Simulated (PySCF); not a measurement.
# C5H5O2Si (doublet): what the fields show

Input file:

```
{"job": {"kind": "epr", "basis": "pcH-1"}, "charge": 0, "multiplicity": 2}
C      2.851138     1.945767    -1.192590
C      2.118500     1.206987    -0.591745
Si     1.152200    -0.037424     0.383480
O      1.662016    -0.137381     1.910931
O      0.986477    -1.567746    -0.335451
C     -0.356659    -1.349185    -0.618100
C     -0.689705    -0.153468    -0.141776
C     -1.933540     0.647002    -0.152803
H      1.840567    -0.984280     2.315860
H     -0.884885    -2.134424    -1.127694
H     -2.753073     0.057565    -0.561391
H     -1.803309     1.541125    -0.761945
H     -2.194115     0.965949     0.855496
```

Run with:

```sh
OMP_NUM_THREADS=1 python probes_run.py task.json out
```

Geometry: GFN2-xTB.

All numbers below come from UKS B3LYP, pcH-1 on C H O Si, non-relativistic, mean-field spin-orbit, GIAO in PySCF.

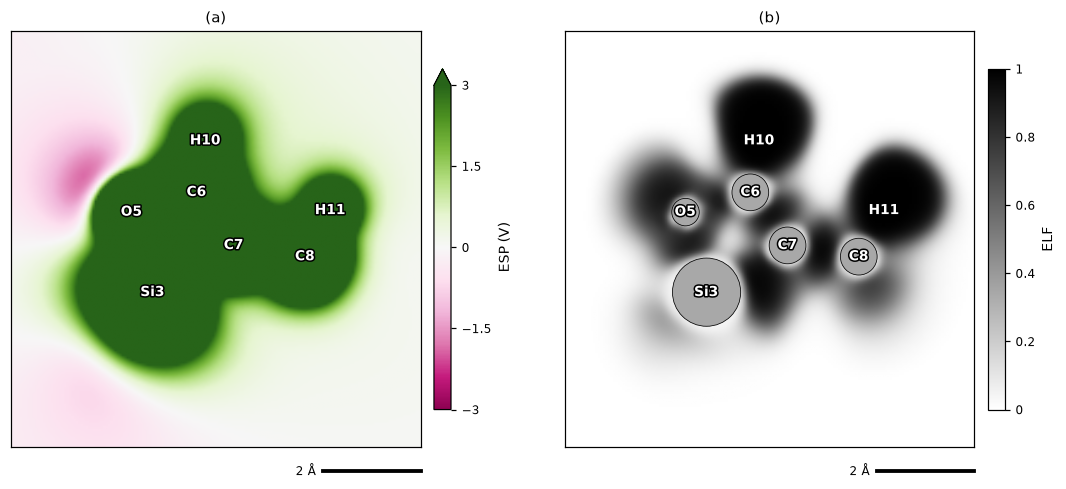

Figure 1. (a) molecular electrostatic potential; (b) ELF on the plane of atoms O5, C6 and C7. Grey discs cover the atomic cores in the ELF map.

Read the bonding off the picture.

Atoms in the plane: Si, O, C and H. C–O (1.39 Å): the ELF peaks at about 0.90 between the atoms: a polar covalent bond. C–C (1.33 Å): the ELF peaks at about 0.90 between the atoms: a short, multiple covalent bond. Si–O (1.70 Å): the ELF peaks at about 0.90 between the atoms; a polar covalent bond. The ELF also peaks beside O5, away from the bonds: non-bonding electrons, paired or unpaired. Outside the dense part of the molecule the potential is most negative (−1.9 V) near O5.

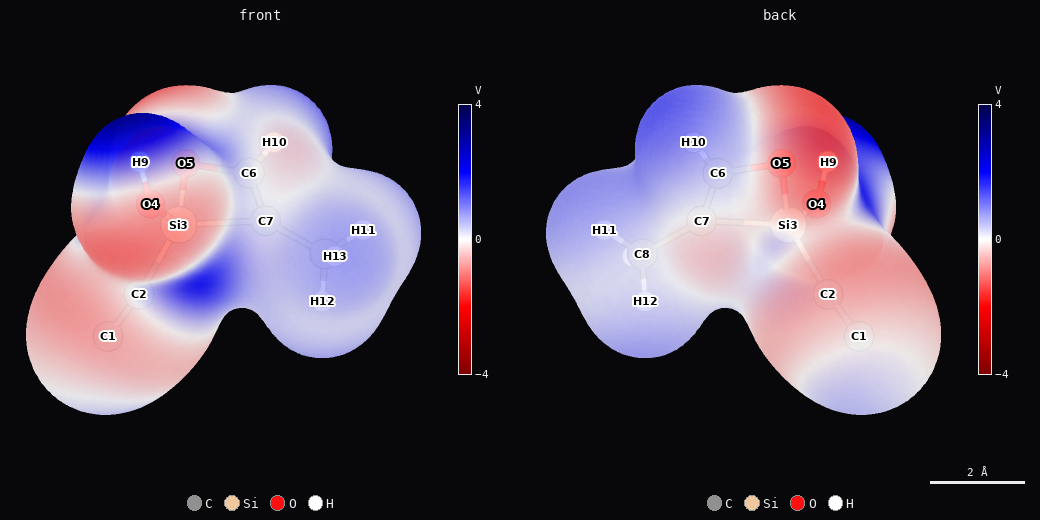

Figure 2. The electrostatic potential painted on the density surface at 0.002 e/bohr³, seen from the front and from behind; red is negative and blue positive.

Which sites attract a positive test charge, and which a negative one?

A positive charge is drawn to the negative regions and a negative charge to the positive ones. The most negative region (about −1.4 V) lies over O5, the most positive (about +3.0 V) over H9. O5 is the likeliest acceptor of a hydrogen bond.
